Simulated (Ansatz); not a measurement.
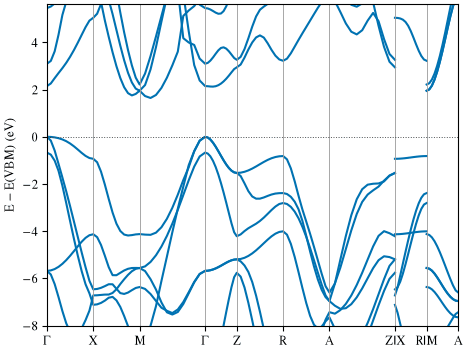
Figure: Band structure from r²SCAN (plane waves, PAW; program Ansatz)

Read off the gap and where the band edges lie.

About 1.6 eV (1.64 eV by a search for the band edges); maximum at Γ, minimum on the M–Γ line, 16 % of the way from M.

Which compound is it?
A. B2CO, P-4m2 (B on 2g, C on 1a, O on 1c)
B. YSiNO2, P4/mmm (Y on 1b, Si on 1c, N on 1d, O on 2f)
C. SiC3, P-4m2 (C on 1a, C on 2g, Si on 1c)
D. AlGa3As4, P-4m2 (Pearson symbol tP8)

C, SiC3, P-4m2 (C on 1a, C on 2g, Si on 1c)

The start of the workflow was typed in or built on a structure type; neither database checked (COD, Materials Project) lists it. Its standing as an ambient phase is unchecked. The r²SCAN relaxation kept the symmetry of its start; whether a distortion lowers the energy is not shown. Its formation energy is positive at this level, so the cell may be metastable or incomplete.

Potentials: the earlier of the program's two PAW sets.
